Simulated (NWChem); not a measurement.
**ZnHCl (SMILES [Cl][ZnH]) at M06-2X/LANL2DZ (core potential)**

What is the electronic atomisation energy of ZnHCl at M06-2X/LANL2DZ (core potential)? 

The calculation is run with NWChem 7.3.0.

## (1) The molecule

ZnHCl: 3 atoms, total charge 0, spin state singlet. As SMILES, `[Cl][ZnH]`. Geometry: relaxed at PBE0-D4/def2-TZVP.

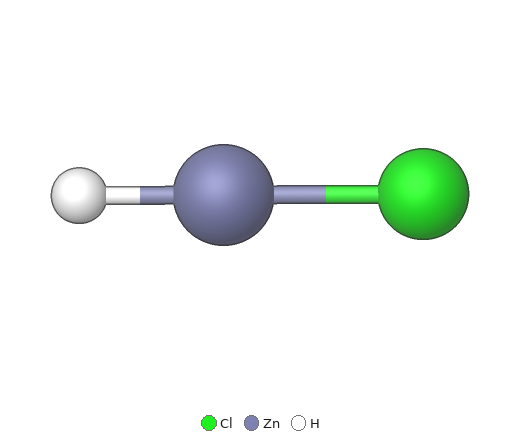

Viewed from a chosen angle; chlorine green, zinc blue, hydrogen white.

## (2) The energy at M06-2X/LANL2DZ (core potential) (run 1)

File clhzn.xyz:

```xyz
3
ClHZn M06-2X
Cl     1.621600    -0.593300     0.815700
Zn    -0.168900     0.036300    -0.087800
H     -1.463600     0.492300    -0.741100
```

File clhzn.nw:

```
start clhzn
title "ClHZn M06-2X"
memory stack 880 mb heap 220 mb global 1100 mb
charge 0
geometry units angstroms noautosym nocenter noautoz
   load format xyz clhzn.xyz
end
basis spherical bse
   * library LANL2DZ
end
ecp bse
   Cl library LANL2DZ
   Zn library LANL2DZ
end
dft
   xc m06-2x
   grid fine
   convergence energy 1e-08
   iterations 100
   mulliken
   print low
end
task dft energy
```

The run is started by

```sh
$ nwchem clhzn.nw > clhzn.out
```

What it wrote:

```text
[...]
 d= 0,ls=0.0,diis     1    -80.9131510030 -1.07D+02  2.19D-02  3.92D-01     0.5
[...]
 d= 0,ls=0.0,diis     8    -80.9541149005 -3.12D-10  2.55D-07  1.75D-11     2.7
         Total DFT energy =      -80.954114900462
      One electron energy =     -196.626093633883
           Coulomb energy =      101.523157957974
    Exchange-Corr. energy =      -12.197488272869
 Nuclear repulsion energy =       26.346309048316
[...]
      Total Density - Mulliken Population Analysis
     ---------------------------------------------
    Atom       Charge   Shell Charges
 -----------   ------   -------------------------------------------------------
    1 Cl   7     7.41   1.15  0.79  2.58  2.89
    2 Zn  12    11.52   0.50  0.39  0.59  0.06  8.01  1.97
    3 H    1     1.08   0.47  0.61
[...]
```

Run time: 3.3 s. Hardware: 1 thread of Intel Xeon Platinum 8488C (Sapphire Rapids), shared host; peak memory 0.11 GiB.

## (3) The Cl atom at the same level (run 2)

File cl.nw:

```
start cl
memory total 2200 mb
geometry noautosym nocenter noautoz
  Cl       0.000000       0.000000       0.000000
end
basis "ao basis" spherical bse
  * library LANL2DZ
end
ecp bse
  Cl library LANL2DZ
end
dft
  xc m06-2x
  mult 2
  grid fine
  convergence energy 1e-08
  iterations 100
  mulliken
  noprint "final vectors analysis"
end
task dft
```

Run the same way, it converges to -14.84168 Eh (log not shown).

## (4) The H atom, same level (run 3)

File test.nw:

```
start test
memory stack 880 mb heap 220 mb global 1100 mb

geometry units angstrom noautosym nocenter noautoz
 H      0.000000     0.000000     0.000000
end

basis "ao basis" spherical bse
 * library LANL2DZ
end

dft
 xc m06-2x
 mult 2
 grid fine
 convergence energy 1e-08
 iterations 100
 mulliken
 noprint "final vectors analysis"
end

task dft
```

Run the same way, it converges to -0.49493 Eh (log not shown).

## (5) The Zn atom (run 4)

File a.nw:

```
start a
title "Zn energy"
memory 2200 mb
charge 0

geometry units angstrom noautosym nocenter noautoz
  Zn       0.000000       0.000000       0.000000
end

basis "ao basis" spherical bse
  * library LANL2DZ
end

ecp bse
  Zn library LANL2DZ
end

dft
  xc m06-2x
  grid fine
  convergence energy 1e-08
  iterations 100
  mulliken
  print low
end

task dft
```

Run the same way, it converges to -65.43161 Eh (log not shown).

## (6) All runs side by side

| run | level | core potential | partner | energy (Eh) | wall time |
| --- | --- | --- | --- | --- | --- |
| 1 | M06-2X/LANL2DZ (core potential) | LANL2DZ | base | -80.954115 | 3.3 s |
| 2 | UM06-2X/LANL2DZ (core potential) | LANL2DZ | atoms | -14.841684 | 1 s |
| 3 | UM06-2X/LANL2DZ | – | atoms | -0.494933 | 0.66 s |
| 4 | M06-2X/LANL2DZ (core potential) | LANL2DZ | atoms | -65.431615 | 1.4 s |

## (7) Outcome

At M06-2X/LANL2DZ (core potential):

| quantity | value |
| --- | --- |
| Zn atom: total energy | -65.43161 Eh |
| electronic atomisation energy | 5.058 eV |

What this shows: Taking the molecule apart into free atoms costs 5.06 eV (117 kcal/mol), before zero-point energy and without spin-orbit coupling. The basis has no polarisation functions, which makes bonds too weak. All runs together took 6.4 s, the longest 3.3 s.
